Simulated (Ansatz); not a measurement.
# GaAs− (quartet): RPA-PBE over vertical spin and charge gaps, aug-cc-pVDZ

How well do these functionals follow the top wave-function level for GaAs− (quartet) over vertical spin and charge gaps?

The runs use Ansatz 0.2.0, Gaussian basis; aug-cc-pVDZ, all electrons in the functionals, frozen cores in the correlation of double hybrids and RPA.

Plan: RPA-PBE, at charge -1, quartet; charge -1, doublet; charge -1, sextet; charge 0, triplet; charge 0, quintet.

30 further runs of the same task are left out: 4 for a known fault of the program, 13 that didn't finish, 13 set aside as unsound or not needed.

### 1 The system

The geometry is a PBE0/def2-TZVPD stationary point (not a proven minimum). No spin-orbit coupling is included. The filled d shell of Ga, As may be among the frozen orbitals whatever the setting's name suggests; the logs give the count.

2 atoms, charge -1, spin multiplicity 4.

Atoms are counted from 1 here; the program's logs count them from 0.

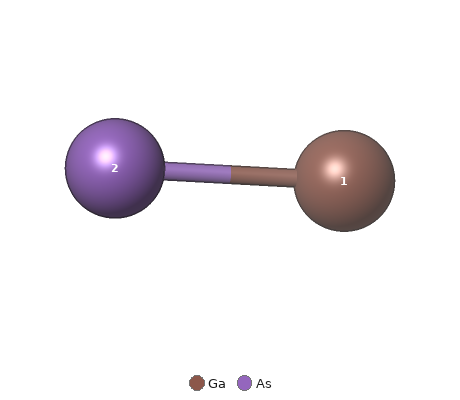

The geometry (gallium brown, arsenic purple); atoms are numbered from 1 in the order of the file.

No dispersion term is added.

The geometry shown and the zero of energy belong to the point charge -1, quartet. The yardstick, UCCSD(T), and other wave-function levels (R restricted, U unrestricted, valence and pair active spaces) come from earlier runs.

### 2 RPA-PBE, charge -1, quartet

Input file in.yaml:

```yaml
crystal:
  periodic: [false, false, false]
  atoms:
    - {symbol: Ga, position_ang: [0.000000, 0.000000, 0.000000]}
    - {symbol: As, position_ang: [0.000000, 0.000000, 2.464100]}
basis:
  gaussian: {orbitals: aug-cc-pVDZ}
total_charge: -1
magnetization: {spin_polarized: true, initial_magnetization: 3}
hamiltonian: {xc: {name: PBE}}
correlation: {method: rpa, electrons: outside_noble_gas}
```

Launch:

```bash
> ansatz run in.yaml --threads 1 --pin off --events-out ev --progress --plain --max-ram 2393MiB
```

The program printed:

```text
Functional definition: PBE
  name "PBE"
  cite "Perdew, Burke & Ernzerhof, Phys. Rev. Lett. 77, 3865 (1996) doi:10.1103/PhysRevLett.77.3865"
  parent pbe
  parameter kappa = 0.804
  parameter beta = 0.06672455060314922
  exchange = pbe_x(kappa = kappa, mu = beta*pi^2/3)
  correlation = pbe_c(beta = beta)
839 factors; integrals over basis functions are off by at most 5.7e-4 eV
mean field evaluation 1: about -113197.7500 eV, gradient 1.5e1 eV
mean field evaluation 2: about -113197.7471 eV, gradient 1.5e1 eV
mean field evaluation 4: about -113199.6219 eV, gradient 5.7e0 eV
mean field evaluation 8: about -113199.8845 eV, gradient 3.9e-2 eV
mean field evaluation 16: about -113199.8844 eV, gradient 1.4e-5 eV
mean field evaluation 32: about -113199.2651 eV, gradient 5.4e0 eV
mean field evaluation 64: about -113199.6959 eV, gradient 5.1e-1 eV
mean field evaluation 96: about -113199.7047 eV, gradient 4.3e-3 eV
mean field evaluation 128: about -113199.8323 eV, gradient 2.9e-1 eV
mean field evaluation 160: about -113198.7803 eV, gradient 5.8e-1 eV
mean field evaluation 192: about -113199.7475 eV, gradient 5.5e-1 eV
mean field -113199.88444898 eV, -4160.0190238626 hartree, gradient 1.8e-6 eV, S^2 3.755242; 12 other end points of the search recorded, 0 dependent functions left out
28 core orbitals not correlated: weight in the atoms' cores, before any rotation towards them, 0.994 or more for the frozen orbitals, at most 0.004 for the correlated occupied ones
reference -113127.06065761 eV, -4157.3427988915 hartree; 6, 3 occupied and 38, 41 virtual orbitals, 839 factors
Total energy: -113134.06515806 eV, -4157.6002095352 hartree
```

Wall time 31 s (1 thread of Arm Neoverse V1, shared host).

From the report: ⟨S²⟩ of the determinant 3.755 (pure quartet: 3.75).

### 3 RPA-PBE, charge -1, doublet

Changes to in.yaml since step 2:

```diff
@@ -8,3 +8,3 @@
 total_charge: -1
-magnetization: {spin_polarized: true, initial_magnetization: 3}
+magnetization: {spin_polarized: true, initial_magnetization: 1}
 hamiltonian: {xc: {name: PBE}}
```

Same command.

The program printed:

```text
Functional definition: PBE
  name "PBE"
  cite "Perdew, Burke & Ernzerhof, Phys. Rev. Lett. 77, 3865 (1996) doi:10.1103/PhysRevLett.77.3865"
  parent pbe
  parameter kappa = 0.804
  parameter beta = 0.06672455060314922
  exchange = pbe_x(kappa = kappa, mu = beta*pi^2/3)
  correlation = pbe_c(beta = beta)
839 factors; integrals over basis functions are off by at most 5.7e-4 eV
mean field evaluation 1: about -113200.5962 eV, gradient 1.2e1 eV
mean field evaluation 2: about -113200.5935 eV, gradient 1.2e1 eV
mean field evaluation 4: about -113199.8422 eV, gradient 1.3e1 eV
mean field evaluation 8: about -113201.4417 eV, gradient 4.7e-2 eV
mean field evaluation 16: about -113201.4418 eV, gradient 3.9e-6 eV
mean field evaluation 32: about -113201.4407 eV, gradient 1.2e-1 eV
mean field evaluation 64: about -113201.4374 eV, gradient 2.1e-1 eV
mean field evaluation 96: about -113198.0565 eV, gradient 7.3e0 eV
mean field evaluation 128: about -113199.5297 eV, gradient 4.9e-1 eV
mean field evaluation 160: about -113197.4191 eV, gradient 1.6e1 eV
mean field -113201.44176279 eV, -4160.0762540895 hartree, gradient 3.9e-6 eV, S^2 0.756787; 11 other end points of the search recorded, 0 dependent functions left out
28 core orbitals not correlated: weight in the atoms' cores, before any rotation towards them, 0.996 or more for the frozen orbitals, at most 0.003 for the correlated occupied ones
reference -113128.06987815 eV, -4157.3798870620 hartree; 5, 4 occupied and 39, 40 virtual orbitals, 839 factors
Total energy: -113135.64341972 eV, -4157.6582095812 hartree
```

It took 29 s on 1 thread of Arm Neoverse V1, shared host.

From the report: ⟨S²⟩ of the determinant 0.757 (pure doublet: 0.75).

From charge -1, quartet: -36.4 kcal/mol.

### 4 RPA-PBE, charge -1, sextet

Changes to in.yaml since step 3:

```diff
@@ -8,3 +8,3 @@
 total_charge: -1
-magnetization: {spin_polarized: true, initial_magnetization: 1}
+magnetization: {spin_polarized: true, initial_magnetization: 5}
 hamiltonian: {xc: {name: PBE}}
```

The command is unchanged.

The program printed:

```text
Functional definition: PBE
  name "PBE"
  cite "Perdew, Burke & Ernzerhof, Phys. Rev. Lett. 77, 3865 (1996) doi:10.1103/PhysRevLett.77.3865"
  parent pbe
  parameter kappa = 0.804
  parameter beta = 0.06672455060314922
  exchange = pbe_x(kappa = kappa, mu = beta*pi^2/3)
  correlation = pbe_c(beta = beta)
839 factors; integrals over basis functions are off by at most 5.7e-4 eV
mean field evaluation 1: about -113195.1947 eV, gradient 1.7e1 eV
mean field evaluation 2: about -113195.1918 eV, gradient 1.7e1 eV
mean field evaluation 4: about -113196.7873 eV, gradient 1.0e1 eV
mean field evaluation 8: about -113197.9849 eV, gradient 1.4e-1 eV
mean field evaluation 16: about -113197.9852 eV, gradient 1.8e-5 eV
mean field evaluation 32: about -113197.2270 eV, gradient 1.4e-3 eV
mean field evaluation 64: about -113197.2270 eV, gradient 2.1e-6 eV
mean field evaluation 96: about -113197.9756 eV, gradient 4.8e-1 eV
mean field evaluation 128: about -113193.4484 eV, gradient 1.7e1 eV
mean field evaluation 160: about -113197.7862 eV, gradient 8.4e-1 eV
mean field -113197.98516757 eV, -4159.9492265581 hartree, gradient 2.0e-6 eV, S^2 8.752787; 12 other end points of the search recorded, 0 dependent functions left out
28 core orbitals not correlated: weight in the atoms' cores, before any rotation towards them, 0.988 or more for the frozen orbitals, at most 0.010 for the correlated occupied ones
reference -113126.12026177 eV, -4157.3082399819 hartree; 7, 2 occupied and 37, 42 virtual orbitals, 839 factors
Total energy: -113132.26501673 eV, -4157.5340555616 hartree
```

It took 22 s on 1 thread of Arm Neoverse V1, shared host.

From the report: ⟨S²⟩ of the determinant 8.753 (pure sextet: 8.75).

From charge -1, quartet: +41.5 kcal/mol.

### 5 RPA-PBE, charge 0, triplet

Changes to in.yaml since step 4:

```diff
@@ -7,4 +7,3 @@
   gaussian: {orbitals: aug-cc-pVDZ}
-total_charge: -1
-magnetization: {spin_polarized: true, initial_magnetization: 5}
+magnetization: {spin_polarized: true, initial_magnetization: 2}
 hamiltonian: {xc: {name: PBE}}
```

Launched as before.

The program printed:

```text
Functional definition: PBE
  name "PBE"
  cite "Perdew, Burke & Ernzerhof, Phys. Rev. Lett. 77, 3865 (1996) doi:10.1103/PhysRevLett.77.3865"
  parent pbe
  parameter kappa = 0.804
  parameter beta = 0.06672455060314922
  exchange = pbe_x(kappa = kappa, mu = beta*pi^2/3)
  correlation = pbe_c(beta = beta)
839 factors; integrals over basis functions are off by at most 5.7e-4 eV
mean field evaluation 1: about -113197.7945 eV, gradient 1.3e1 eV
mean field evaluation 2: about -113197.7918 eV, gradient 1.3e1 eV
mean field evaluation 4: about -113199.1258 eV, gradient 5.3e0 eV
mean field evaluation 8: about -113199.3482 eV, gradient 3.6e0 eV
mean field evaluation 16: about -113199.5301 eV, gradient 7.0e-5 eV
mean field evaluation 32: about -113199.5302 eV, gradient 1.7e-2 eV
mean field evaluation 64: about -113199.5301 eV, gradient 1.3e-2 eV
mean field evaluation 96: about -113199.1158 eV, gradient 5.1e0 eV
mean field evaluation 128: about -113199.4575 eV, gradient 8.9e-4 eV
mean field evaluation 160: about -113196.1905 eV, gradient 4.8e0 eV
mean field evaluation 192: about -113199.5275 eV, gradient 1.2e-1 eV
mean field -113199.53020326 eV, -4160.0060055725 hartree, gradient 1.4e-6 eV, S^2 2.005911; 12 other end points of the search recorded, 0 dependent functions left out
28 core orbitals not correlated: weight in the atoms' cores, before any rotation towards them, 0.996 or more for the frozen orbitals, at most 0.004 for the correlated occupied ones
reference -113127.42376496 eV, -4157.3561428403 hartree; 5, 3 occupied and 39, 41 virtual orbitals, 839 factors
Total energy: -113133.71647660 eV, -4157.5873957277 hartree
```

It took 40 s on 1 thread of Arm Neoverse V1, shared host.

From the report: ⟨S²⟩ of the determinant 2.006 (pure triplet: 2.00).

From charge -1, quartet: +8.0 kcal/mol.

### 6 RPA-PBE, charge 0, quintet

Changes to in.yaml since step 5:

```diff
@@ -7,3 +7,3 @@
   gaussian: {orbitals: aug-cc-pVDZ}
-magnetization: {spin_polarized: true, initial_magnetization: 2}
+magnetization: {spin_polarized: true, initial_magnetization: 4}
 hamiltonian: {xc: {name: PBE}}
```

Same command.

The program printed:

```text
Functional definition: PBE
  name "PBE"
  cite "Perdew, Burke & Ernzerhof, Phys. Rev. Lett. 77, 3865 (1996) doi:10.1103/PhysRevLett.77.3865"
  parent pbe
  parameter kappa = 0.804
  parameter beta = 0.06672455060314922
  exchange = pbe_x(kappa = kappa, mu = beta*pi^2/3)
  correlation = pbe_c(beta = beta)
839 factors; integrals over basis functions are off by at most 5.7e-4 eV
mean field evaluation 1: about -113197.2493 eV, gradient 6.0e0 eV
mean field evaluation 2: about -113197.2465 eV, gradient 6.0e0 eV
mean field evaluation 4: about -113197.5446 eV, gradient 1.5e0 eV
mean field evaluation 8: about -113197.5650 eV, gradient 3.8e-2 eV
mean field evaluation 16: about -113197.5215 eV, gradient 1.8e0 eV
mean field evaluation 32: about -113195.7952 eV, gradient 1.2e0 eV
mean field -113197.56497559 eV, -4159.9337847875 hartree, gradient 3.3e-6 eV, S^2 6.003398; 5 other end points of the search recorded, 0 dependent functions left out
28 core orbitals not correlated: weight in the atoms' cores, before any rotation towards them, 0.993 or more for the frozen orbitals, at most 0.008 for the correlated occupied ones
reference -113126.14785024 eV, -4157.3092538391 hartree; 6, 2 occupied and 38, 42 virtual orbitals, 839 factors
Total energy: -113131.81141300 eV, -4157.5173859320 hartree
```

It took 11 s on 1 thread of Arm Neoverse V1, shared host.

From the report: ⟨S²⟩ of the determinant 6.003 (pure quintet: 6.00).

From charge -1, quartet: +52.0 kcal/mol.

### 7 The comparison

No level is safe as a reference over these points; UCCSD(T) serves as a yardstick only. It comes from earlier runs at the same points. Energies in kcal/mol, counted from charge -1, quartet; blanks weren't run or aren't comparable.

```tsv
level	quartet to doublet	quartet to sextet	removing an electron (triplet)	removing an electron (quintet)
UCCSD(T)		37.6	3.7	45.1
RPA-PBE	-36.4	41.5	8.0	52.0
```

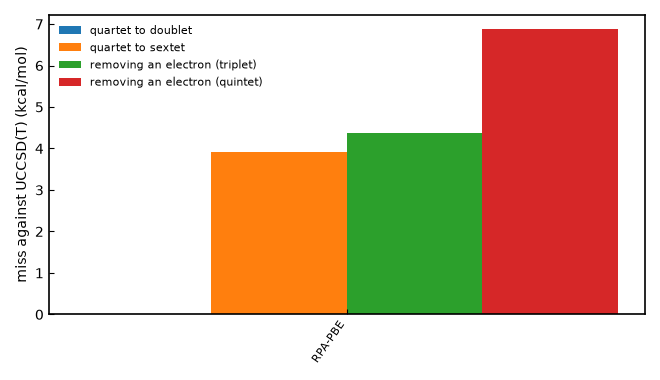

Misses of the gaps against UCCSD(T).

Largest miss and mean time a point (UCCSD(T) took 59 s a point; shared hosts):

```tsv
level	largest miss (kcal/mol)	where	time a point
RPA-PBE	+6.9	removing an electron (quintet)	27 s
```

### 8 Summary of results

```
                                quantity                                           value
             quartet to sextet, UCCSD(T)                                   37.6 kcal/mol
removing an electron (triplet), UCCSD(T)                                    3.7 kcal/mol
removing an electron (quintet), UCCSD(T)                                   45.1 kcal/mol
                   largest miss, RPA-PBE  +6.9 kcal/mol (removing an electron (quintet))
```

**Reading.** Misses are known at 3 of 4 points at best, and only functionals with that many are ranked. RPA-PBE strays by up to 6.9 kcal/mol, at removing an electron (quintet). Functionals and the yardstick converge differently with the basis, so part of each miss in aug-cc-pVDZ is the basis. The yardstick itself may be off where one determinant is a poor start.
